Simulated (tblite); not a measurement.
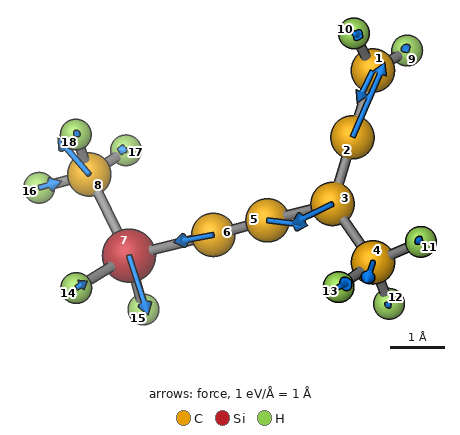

Starting geometry of C7H10Si with the computed forces as blue arrows. Style: ball-and-stick. Shown at a tilt.

These are results of GFN2-xTB geometry optimisation, gas phase in tblite, not measurements. 

Is this structure relaxed? If not, where do the atoms go?

It isn't relaxed: the largest force vector, on C2, is 1.56 eV/Å. The final displacements have little in common with the starting forces (cosine between the two patterns 0.19). The energy falls by 8.88 kJ/mol in 38 geometry steps. The largest move after the best rigid fit is that of H12, 0.11 Å. Largest moves by element: H 0.11 Å, Si 0.09 Å, C 0.08 Å. Among the contacts that change: Si7–C8 1.854 → 1.898 Å, C4–H13 1.108 → 1.090 Å, Si7–H14 1.488 → 1.470 Å, C3–C5 1.435 → 1.417 Å. Among the angles between lasting bonds that change: C2–C3–C5 115.6° → 119.8°, C6–Si7–C8 112.0° → 107.9°, H14–Si7–H15 107.2° → 110.3°.
